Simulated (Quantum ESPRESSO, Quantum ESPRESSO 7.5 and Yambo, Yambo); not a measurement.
## A GW chain in Yambo: WS2 (Tungstenite)

Wanted: ground state, empty states, screening and self-energy for WS2 (Tungstenite).

Calculated with Quantum ESPRESSO 7.5 and Yambo 5.3.0; PBE and many-body steps on it, plane waves.

## Step 1: Set-up

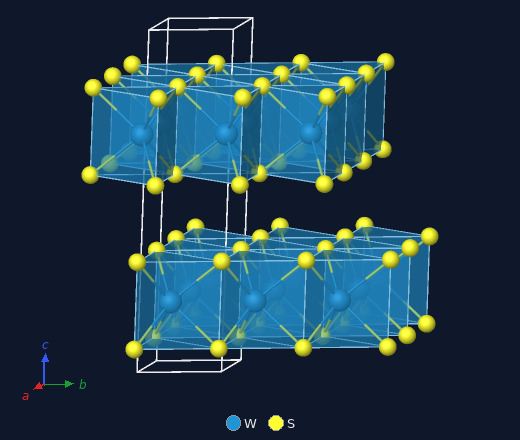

The starting structure, seen slightly off an axis (tungsten blue, sulfur yellow). 3×3×1 cells are drawn. Some periodic images of atoms are drawn too.

The cell and positions come from the Crystallography Open Database and are kept as given unless a step says otherwise. Spin-orbit coupling is left out unless a step names it.

## Step 2: Ground state

This step: Quantum ESPRESSO 7.5; DFT, PBE, plane waves, norm-conserving pseudopotentials.

The ground-state density comes first.

pw.in

```
&control
  calculation = 'scf'
  prefix = 'x'
  outdir = 'o'
  pseudo_dir = 'pseudo'
/
&system
  ibrav = 0
  nat = 6
  ntyp = 2
  ecutwfc = 62.0
  nbnd = 33
  force_symmorphic = .true.
/
&electrons
  conv_thr = 1e-10
  electron_maxstep = 80
  mixing_beta = 0.5
/
ATOMIC_SPECIES
  W 183.84 W.upf
  S 32.06 S.upf
CELL_PARAMETERS angstrom
  3.1532000000 0.0000000000 0.0000000000
  -1.5766000000 2.7307513032 0.0000000000
  0.0000000000 0.0000000000 12.3230000000
ATOMIC_POSITIONS crystal
  W 0.3333333333 0.6666666667 0.2500000000
  W 0.6666666667 0.3333333333 0.7500000000
  S 0.3333333333 0.6666666667 0.6225000000
  S 0.6666666667 0.3333333333 0.1225000000
  S 0.3333333333 0.6666666667 0.8775000000
  S 0.6666666667 0.3333333333 0.3775000000
K_POINTS automatic
  6 6 2 0 0 0
```

On the command line:

```bash
OMP_NUM_THREADS=1 mpirun -n 4 pw.x -nk 4 -in pw.in > pw.out
```

Output:

```text
Program PWSCF v.7.5 starts

     This program is part of the open-source Quantum ESPRESSO suite
     for quantum simulation of materials; please cite
         "P. Giannozzi et al., J. Phys.:Condens. Matter 21 395502 (2009);
         "P. Giannozzi et al., J. Phys.:Condens. Matter 29 465901 (2017);
         "P. Giannozzi et al., J. Chem. Phys. 152 154105 (2020);
     in publications or presentations arising from this work. More details at
     Message from routine setup:
     using ibrav=0 with symmetry is DISCOURAGED, use correct ibrav instead

     G-vector sticks info

     bravais-lattice index     =            0
     lattice parameter (alat)  =       5.9587  a.u.
     unit-cell volume          =     716.0556 (a.u.)^3
     number of atoms/cell      =            6
     number of atomic types    =            2
     number of electrons       =        52.00
     number of Kohn-Sham states=           33
     kinetic-energy cutoff     =      62.0000  Ry
     charge density cutoff     =     248.0000  Ry
     scf convergence threshold =      1.0E-10
     mixing beta               =       0.5000
     number of iterations used =            8  plain     mixing
     Exchange-correlation= PBE
                           (   1   4   3   4   0   0   0)

     celldm(1)=   5.958684  celldm(2)=   0.000000  celldm(3)=   0.000000
     celldm(4)=   0.000000  celldm(5)=   0.000000  celldm(6)=   0.000000

     crystal axes: (cart. coord. in units of alat)
               a(1) = (   1.000000   0.000000   0.000000 )
               a(2) = (  -0.500000   0.866025   0.000000 )
               a(3) = (   0.000000   0.000000   3.908093 )

     reciprocal axes: (cart. coord. in units 2 pi/alat)
               b(1) = (  1.000000  0.577350 -0.000000 )
               b(2) = (  0.000000  1.154701  0.000000 )
               b(3) = (  0.000000 -0.000000  0.255879 )
     Pseudo is Norm-conserving + core correction, Zval = 14.0
     Generated using ONCVPSP code by D. R. Hamann
     Using radial grid of 1396 points,  8 beta functions with:
     Pseudo is Norm-conserving + core correction, Zval =  6.0
     Generated using ONCVPSP code by D. R. Hamann
     Using radial grid of 1146 points,  6 beta functions with:
     W                14.00   183.84000     W ( 1.00)
     S                 6.00    32.06000     S ( 1.00)

     12 Sym. Ops., with inversion, found

   Cartesian axes

     site n.     atom                  positions (alat units)
         1        W      tau(   1) = (  -0.0000000   0.5773503   0.9770233  )
         2        W      tau(   2) = (   0.5000000   0.2886751   2.9310700  )
         3        S      tau(   3) = (  -0.0000000   0.5773503   2.4327881  )
         4        S      tau(   4) = (   0.5000000   0.2886751   0.4787414  )
         5        S      tau(   5) = (  -0.0000000   0.5773503   3.4293519  )
         6        S      tau(   6) = (   0.5000000   0.2886751   1.4753052  )

     number of k points=    14
                       cart. coord. in units 2pi/alat
        k(    1) = (   0.0000000   0.0000000   0.0000000), wk =   0.0277778
        k(    2) = (   0.0000000   0.0000000  -0.1279396), wk =   0.0277778
        k(    3) = (   0.0000000   0.1924501   0.0000000), wk =   0.1666667
        k(    4) = (   0.0000000   0.1924501  -0.1279396), wk =   0.1666667
        k(    5) = (   0.0000000   0.3849002   0.0000000), wk =   0.1666667
        k(    6) = (   0.0000000   0.3849002  -0.1279396), wk =   0.1666667
        k(    7) = (   0.0000000  -0.5773503   0.0000000), wk =   0.0833333
        k(    8) = (   0.0000000  -0.5773503  -0.1279396), wk =   0.0833333
        k(    9) = (   0.1666667   0.2886751   0.0000000), wk =   0.1666667
        k(   10) = (   0.1666667   0.2886751  -0.1279396), wk =   0.1666667
        k(   11) = (   0.1666667   0.4811252   0.0000000), wk =   0.3333333
        k(   12) = (   0.1666667   0.4811252  -0.1279396), wk =   0.3333333
        k(   13) = (   0.3333333   0.5773503   0.0000000), wk =   0.0555556
        k(   14) = (   0.3333333   0.5773503  -0.1279396), wk =   0.0555556

     Dense  grid:    47139 G-vectors     FFT dimensions: (  30,  30, 120)

     Initial potential from superposition of free atoms

     starting charge      51.9988, renormalised to      52.0000
     Starting wfcs are   36 randomized atomic wfcs

     per-process dynamical memory:    50.4 Mb

     Self-consistent Calculation

     iteration #  1     ecut=    62.00 Ry     beta= 0.50

     Threshold (ethr) on eigenvalues was too large:
     Diagonalizing with lowered threshold

     total energy              =    -392.02673760 Ry
     estimated scf accuracy    <       0.18030114 Ry

     iteration #  2     ecut=    62.00 Ry     beta= 0.50

     total energy              =    -392.04900791 Ry
     estimated scf accuracy    <       0.03146975 Ry

     iteration #  3     ecut=    62.00 Ry     beta= 0.50

     total energy              =    -392.05359287 Ry
     estimated scf accuracy    <       0.04224183 Ry

     iteration #  4     ecut=    62.00 Ry     beta= 0.50

     total energy              =    -392.05947129 Ry
     estimated scf accuracy    <       0.00130311 Ry

     iteration #  5     ecut=    62.00 Ry     beta= 0.50

     total energy              =    -392.05967567 Ry
     estimated scf accuracy    <       0.00068411 Ry

     iteration #  6     ecut=    62.00 Ry     beta= 0.50

     total energy              =    -392.05970292 Ry
     estimated scf accuracy    <       0.00032976 Ry

     iteration #  7     ecut=    62.00 Ry     beta= 0.50

     total energy              =    -392.05973369 Ry
     estimated scf accuracy    <       0.00000963 Ry

     iteration #  8     ecut=    62.00 Ry     beta= 0.50

     total energy              =    -392.05973848 Ry
     estimated scf accuracy    <       0.00000599 Ry

     iteration #  9     ecut=    62.00 Ry     beta= 0.50

     total energy              =    -392.05973840 Ry
     estimated scf accuracy    <       0.00000128 Ry

     iteration # 10     ecut=    62.00 Ry     beta= 0.50

     total energy              =    -392.05973857 Ry
     estimated scf accuracy    <       0.00000006 Ry

     iteration # 11     ecut=    62.00 Ry     beta= 0.50

     total energy              =    -392.05973860 Ry
     estimated scf accuracy    <       0.00000002 Ry

     iteration # 12     ecut=    62.00 Ry     beta= 0.50

     End of self-consistent calculation

          k = 0.0000 0.0000 0.0000 (  5885 PWs)   bands (ev):

   -62.8527 -62.8527 -27.1166 -27.1165 -26.9277 -26.9277 -26.9277 -26.9277
    -3.8728  -3.6412  -2.3295  -1.8908   4.1225   5.1760   7.9206   8.2932
     8.2932   8.3074   8.3074   9.5285   9.5285   9.5821   9.5821  10.2537
    10.5483  11.7694  14.0801  14.0810  14.0904  14.1302  14.1303  14.3161
    14.3173

          k = 0.0000 0.0000-0.1279 (  5986 PWs)   bands (ev):

   -62.8527 -62.8527 -27.1166 -27.1166 -26.9277 -26.9277 -26.9277 -26.9277
    -3.7699  -3.7699  -2.1012  -2.1012   4.5780   4.5780   8.3001   8.3001
     8.3001   8.3001   8.8704   8.8704   9.5552   9.5552   9.5552   9.5552
    11.4520  11.4520  14.0725  14.0725  14.0725  14.0726  14.2359  14.2359
    14.2359

          k = 0.0000 0.1925 0.0000 (  5929 PWs)   bands (ev):

   -62.8480 -62.8480 -27.0995 -27.0995 -27.0212 -27.0212 -26.9494 -26.9494
    -3.4151  -3.1855  -2.1331  -1.7458   4.6534   5.6893   7.2556   7.3179
     7.3270   8.2777   8.7157   8.7544   8.9009   8.9688   9.4446  10.3027
    10.5123  10.9299  13.3399  13.7766  13.9374  14.0124  14.0171  14.2434
    14.7359

          k = 0.0000 0.1925-0.1279 (  5944 PWs)   bands (ev):

     [... further k-points ...]

     highest occupied, lowest unoccupied level (ev):    11.7694   12.7500

!    total energy              =    -392.05973860 Ry
     estimated scf accuracy    <          8.8E-11 Ry

     The total energy is the sum of the following terms:
     one-electron contribution =    -161.87066472 Ry
     hartree contribution      =     102.40859182 Ry
     xc contribution           =     -91.90688186 Ry
     ewald contribution        =    -240.69078385 Ry

     convergence has been achieved in  12 iterations

     XML data file, charge density, pseudopotentials, collected wavefunctions

=------------------------------------------------------------------------------=
   JOB DONE.
=------------------------------------------------------------------------------=
```

The job ended after 16 s (4 MPI ranks of Arm Neoverse V2, shared host; peak memory 0.39 GiB; 64 s of CPU time).

This step gave:

- total energy: -5334.2445 eV
- gap: 0.9806 eV
- k of the valence top: 0, 0, 0
- k of the conduction bottom: 0.1667, 0.1667, 0
- least direct gap: 1.837 eV

The gap is indirect, with the least direct gap 0.86 eV higher.

## Step 3: Bands along the symmetry lines

Levels along a band path, at the cheap level, show where the edges lie and whether the meshes to come will hold them.

pw.in

```
&control
  calculation = 'bands'
  prefix = 'x'
  outdir = 'o'
  pseudo_dir = 'pseudo'
/
&system
  ibrav = 0
  nat = 6
  ntyp = 2
  ecutwfc = 62.0
  nbnd = 32
  force_symmorphic = .true.
/
&electrons
  conv_thr = 1e-9
  electron_maxstep = 80
  diago_full_acc = .true.
  diago_thr_init = 5e-6
/
ATOMIC_SPECIES
  W 183.84 W.upf
  S 32.06 S.upf
CELL_PARAMETERS angstrom
  3.1532000000 0.0000000000 0.0000000000
  -1.5766000000 2.7307513032 0.0000000000
  0.0000000000 0.0000000000 12.3230000000
ATOMIC_POSITIONS crystal
  W 0.3333333333 0.6666666667 0.2500000000
  W 0.6666666667 0.3333333333 0.7500000000
  S 0.3333333333 0.6666666667 0.6225000000
  S 0.6666666667 0.3333333333 0.1225000000
  S 0.3333333333 0.6666666667 0.8775000000
  S 0.6666666667 0.3333333333 0.3775000000
K_POINTS crystal
  75
  0.00000000 0.00000000 0.00000000 1
  0.06250000 0.00000000 0.00000000 1
  0.12500000 0.00000000 0.00000000 1
  0.18750000 0.00000000 0.00000000 1
  0.25000000 0.00000000 0.00000000 1
  0.31250000 0.00000000 0.00000000 1
  0.37500000 0.00000000 0.00000000 1
  0.43750000 0.00000000 0.00000000 1
  0.50000000 0.00000000 0.00000000 1
  0.47916667 0.04166667 0.00000000 1
  0.45833333 0.08333333 0.00000000 1
  0.43750000 0.12500000 0.00000000 1
  0.41666666 0.16666666 0.00000000 1
  0.39583333 0.20833333 0.00000000 1
  0.37500000 0.25000000 0.00000000 1
  0.35416666 0.29166666 0.00000000 1
  0.33333333 0.33333333 0.00000000 1
  0.29166666 0.29166666 0.00000000 1
  0.25000000 0.25000000 0.00000000 1
  0.20833333 0.20833333 0.00000000 1
  0.16666666 0.16666666 0.00000000 1
  0.12500000 0.12500000 0.00000000 1
  0.08333333 0.08333333 0.00000000 1
  0.04166667 0.04166667 0.00000000 1
  0.00000000 0.00000000 0.00000000 1
  0.00000000 0.00000000 0.06250000 1
  0.00000000 0.00000000 0.12500000 1
  0.00000000 0.00000000 0.18750000 1
  0.00000000 0.00000000 0.25000000 1
  0.00000000 0.00000000 0.31250000 1
  0.00000000 0.00000000 0.37500000 1
  0.00000000 0.00000000 0.43750000 1
  0.00000000 0.00000000 0.50000000 1
  0.06250000 0.00000000 0.50000000 1
  0.12500000 0.00000000 0.50000000 1
  0.18750000 0.00000000 0.50000000 1
  0.25000000 0.00000000 0.50000000 1
  0.31250000 0.00000000 0.50000000 1
  0.37500000 0.00000000 0.50000000 1
  0.43750000 0.00000000 0.50000000 1
  0.50000000 0.00000000 0.50000000 1
  0.47916667 0.04166667 0.50000000 1
  0.45833333 0.08333333 0.50000000 1
  0.43750000 0.12500000 0.50000000 1
  0.41666666 0.16666666 0.50000000 1
  0.39583333 0.20833333 0.50000000 1
  0.37500000 0.25000000 0.50000000 1
  0.35416666 0.29166666 0.50000000 1
  0.33333333 0.33333333 0.50000000 1
  0.29166666 0.29166666 0.50000000 1
  0.25000000 0.25000000 0.50000000 1
  0.20833333 0.20833333 0.50000000 1
  0.16666666 0.16666666 0.50000000 1
  0.12500000 0.12500000 0.50000000 1
  0.08333333 0.08333333 0.50000000 1
  0.04166667 0.04166667 0.50000000 1
  0.00000000 0.00000000 0.50000000 1
  0.50000000 0.00000000 0.50000000 1
  0.50000000 0.00000000 0.43750000 1
  0.50000000 0.00000000 0.37500000 1
  0.50000000 0.00000000 0.31250000 1
  0.50000000 0.00000000 0.25000000 1
  0.50000000 0.00000000 0.18750000 1
  0.50000000 0.00000000 0.12500000 1
  0.50000000 0.00000000 0.06250000 1
  0.50000000 -0.00000000 0.00000000 1
  0.33333333 0.33333333 0.50000000 1
  0.33333333 0.33333333 0.43750000 1
  0.33333333 0.33333333 0.37500000 1
  0.33333333 0.33333333 0.31250000 1
  0.33333333 0.33333333 0.25000000 1
  0.33333333 0.33333333 0.18750000 1
  0.33333333 0.33333333 0.12500000 1
  0.33333333 0.33333333 0.06250000 1
  0.33333333 0.33333333 0.00000000 1
```

Output:

```text
[banner, memory and clock lines left out]
Program PWSCF v.7.5 starts

     Atomic positions and unit cell read from directory:
     o/x.save/

     Message from routine setup:
     using ibrav=0 with symmetry is DISCOURAGED, use correct ibrav instead

     G-vector sticks info

     bravais-lattice index     =            0
     lattice parameter (alat)  =       5.9587  a.u.
     unit-cell volume          =     716.0556 (a.u.)^3
     number of atoms/cell      =            6
     number of atomic types    =            2
     number of electrons       =        52.00
     number of Kohn-Sham states=           32
     kinetic-energy cutoff     =      62.0000  Ry
     charge density cutoff     =     248.0000  Ry
     Exchange-correlation= PBE
                           (   1   4   3   4   0   0   0)

     celldm(1)=   5.958684  celldm(2)=   0.000000  celldm(3)=   0.000000
     celldm(4)=   0.000000  celldm(5)=   0.000000  celldm(6)=   0.000000

     crystal axes: (cart. coord. in units of alat)
               a(1) = (   1.000000   0.000000   0.000000 )
               a(2) = (  -0.500000   0.866025   0.000000 )
               a(3) = (   0.000000   0.000000   3.908093 )

     reciprocal axes: (cart. coord. in units 2 pi/alat)
               b(1) = (  1.000000  0.577350 -0.000000 )
               b(2) = (  0.000000  1.154701  0.000000 )
               b(3) = (  0.000000 -0.000000  0.255879 )
     Pseudo is Norm-conserving + core correction, Zval = 14.0
     Generated using ONCVPSP code by D. R. Hamann
     Using radial grid of 1396 points,  8 beta functions with:
     Pseudo is Norm-conserving + core correction, Zval =  6.0
     Generated using ONCVPSP code by D. R. Hamann
     Using radial grid of 1146 points,  6 beta functions with:
     W                14.00   183.84000     W ( 1.00)
     S                 6.00    32.06000     S ( 1.00)

     12 Sym. Ops., with inversion, found

   Cartesian axes

     site n.     atom                  positions (alat units)
         1        W      tau(   1) = (  -0.0000000   0.5773503   0.9770233  )
         2        W      tau(   2) = (   0.5000000   0.2886751   2.9310700  )
         3        S      tau(   3) = (  -0.0000000   0.5773503   2.4327881  )
         4        S      tau(   4) = (   0.5000000   0.2886751   0.4787414  )
         5        S      tau(   5) = (  -0.0000000   0.5773503   3.4293519  )
         6        S      tau(   6) = (   0.5000000   0.2886751   1.4753052  )

     number of k points=    75
                       cart. coord. in units 2pi/alat
        k(    1) = (   0.0000000   0.0000000   0.0000000), wk =   0.0266667
        k(    2) = (   0.0625000   0.0360844   0.0000000), wk =   0.0266667
        k(    3) = (   0.1250000   0.0721688   0.0000000), wk =   0.0266667
[...]
[... 63 further rows ...]
        k(   74) = (   0.3333333   0.5773503   0.0159925), wk =   0.0266667
        k(   75) = (   0.3333333   0.5773503   0.0000000), wk =   0.0266667

     Dense  grid:    47139 G-vectors     FFT dimensions: (  30,  30, 120)

     The potential is recalculated from file :
     o/x.save/charge-density

     Starting wfcs are   36 randomized atomic wfcs

     Band Structure Calculation

     End of band structure calculation

          k = 0.0000 0.0000 0.0000 (  5885 PWs)   bands (ev):

   -62.8528 -62.8528 -27.1166 -27.1165 -26.9277 -26.9277 -26.9277 -26.9277
    -3.8728  -3.6412  -2.3295  -1.8908   4.1225   5.1760   7.9207   8.2931
     8.2931   8.3074   8.3074   9.5285   9.5285   9.5821   9.5821  10.2537
[...]
k = 0.0625 0.0361 0.0000 (  5925 PWs)   bands (ev):

[...]
k = 0.1250 0.0722 0.0000 (  5929 PWs)   bands (ev):

[...]
k = 0.3333 0.5774 0.0160 (  5862 PWs)   bands (ev):

[...]
k = 0.3333 0.5774 0.0000 (  5862 PWs)   bands (ev):

[...]
6.4371   6.6873   7.2171   7.2171   7.6297   7.6297   8.8322   8.8322
    11.0303  11.2375  13.0744  13.0744  13.8228  15.0511  15.1144  15.1144

     XML data file, pseudopotentials, collected wavefunctions
```

The job ended after 22 s (4 MPI ranks; peak memory 0.33 GiB).

Numbers from this step:

```
gap                        : 0.9806 eV
k of the valence top       : 0, 0, 0
k of the conduction bottom : 0.1667, 0.1667, 0
least direct gap           : 1.837 eV
```

The gap is 0.981 eV, as in the run before at this level.

The electronic bands at the labelled points (eV, zero at the top of the highest filled band):

```tsv
point	band 23	band 24	band 25	band 26	band 27	band 28	band 29	band 30
Γ	-2.19	-1.52	-1.22	0.00	2.31	2.31	2.32	2.36
M	-1.97	-1.76	-1.71	-1.53	2.33	2.38	2.61	2.91
K	-2.94	-2.94	-0.74	-0.53	1.30	1.30	2.05	3.28
Γ	-2.19	-1.52	-1.22	0.00	2.31	2.31	2.32	2.36
A	-2.21	-2.21	-0.32	-0.32	2.30	2.30	2.30	2.30
L	-1.87	-1.87	-1.60	-1.60	2.35	2.35	2.78	2.78
H	-3.11	-3.11	-0.65	-0.65	1.31	1.31	2.58	2.58
A	-2.21	-2.21	-0.32	-0.32	2.30	2.30	2.30	2.30
jump to L	-1.87	-1.87	-1.60	-1.60	2.35	2.35	2.78	2.78
M	-1.97	-1.76	-1.71	-1.53	2.33	2.38	2.61	2.91
jump to H	-3.11	-3.11	-0.65	-0.65	1.31	1.31	2.58	2.58
K	-2.94	-2.94	-0.74	-0.53	1.30	1.30	2.05	3.28
```

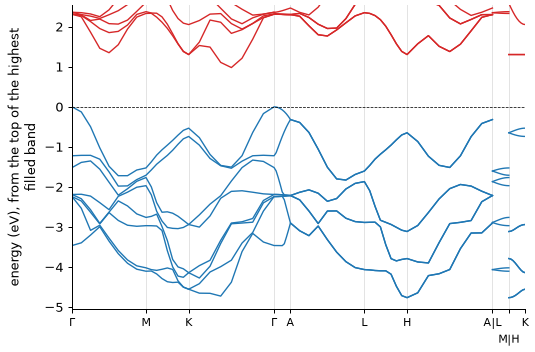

Electronic bands along the path; lines of filled and empty bands in two colours.

(Continued in part 2 of 3.)

[Paths, hosts, dates, memory and timing lines, banners, echoed tables and standing remarks are left out of the program output.]

[Logs are printed without paths, hosts, clocks, repeated set-up lines and the standing remarks that a program may print on its own settings, such as how far it seeks lower states.]

[Runs of the session that timed out or met a known fault of the program may be left out.]

[Hosts, paths, dates, database ids (printed as entryN), source tags and the programs' standing remarks are cut or masked in the printed files.]
